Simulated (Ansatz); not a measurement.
Input file:

```
crystal:
  lattice:
    - [4.8302443574, 0.0, 0.0]
    - [0.0, 4.8302443574, 0.0]
    - [0.0, 0.0, 4.8302443574]
  atoms:
    - { symbol: Ti, position: [0.0, 0.0, 0.0] }
    - { symbol: Ge, position: [0.5, 0.5, 0.5] }
    - { symbol: Se, position: [0.0, 0.5, 0.5] }
    - { symbol: Se, position: [0.5, 0.0, 0.5] }
    - { symbol: Se, position: [0.5, 0.5, 0.0] }
kpoints:
  mp_grid: { grid: [6, 6, 6] }
hamiltonian:
  xc: r2scan
  dispersion: rvv10
scf:
  occupations: { method: fermi_dirac, width: 0.03 }
relax:
  f_tol: 0.01
  cell: {}
  max_steps: 120
output:
  write_density: true
  write_potential: true
  elf: true
  volumetric_format: npy
```

Command:

```sh
ansatz run input.yaml --threads 2 --pin off --max-ram 2211MiB --backend cpu --events-out ev --progress --plain --runs-dir out
```

Below, planes, directions and counts refer to the conventional cell (a = 4.86 Å, b = 4.86 Å, c = 4.86 Å, α = 90.00°, β = 90.00°, γ = 90.00°).

The fields are those of the run's last geometry, not of the input's.

Space group Pm-3m; a structure from a database of computed crystals, not necessarily the ambient phase; started from the KZnF3-221 prototype, which need not be the ambient phase; computed without spin polarisation.

The calculation used DFT, r2SCAN+rVV10, plane waves, PAW (Ansatz 0.2.0).

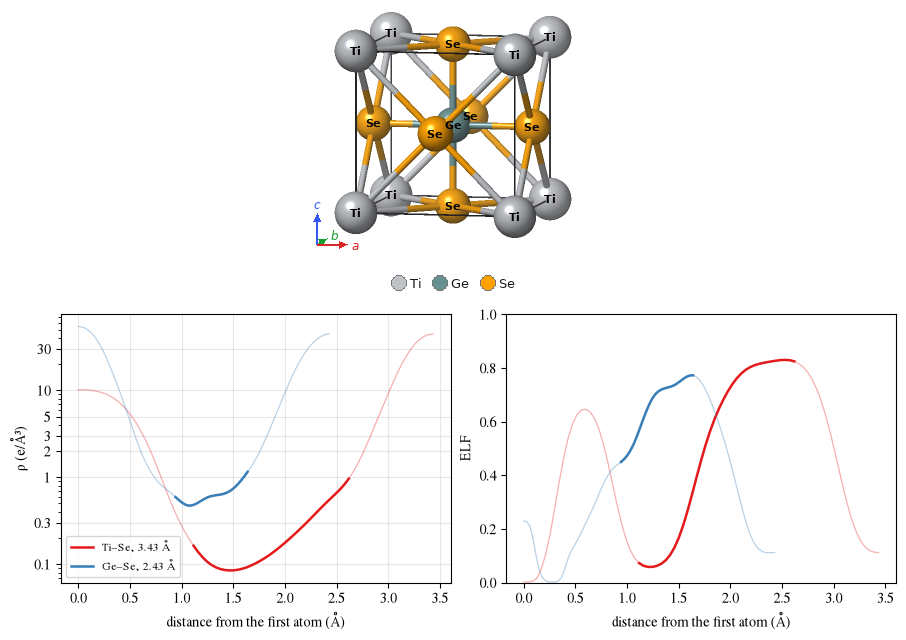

TiGeSe3. Valence electron density and ELF along straight lines between neighbouring atoms. Thin, pale parts lie inside the atomic spheres. The structure is drawn too.

Core electrons are frozen (PAW), and the valence fields are smoothed inside the atomic spheres.

Compare the contacts.

Ti–Se (3.43 Å): the density is about 0.1 e/Å³ at the midpoint, with its minimum of 0.08 e/Å³ about 1.5 Å from Ti; the ELF is about 0.45 at the midpoint and 0.05 at its lowest between the atoms.
Ge–Se (2.43 Å): the density is about 0.56 e/Å³ at the midpoint, with its minimum of 0.47 e/Å³ about 1.1 Å from Ge; the ELF is about 0.65 at the midpoint.
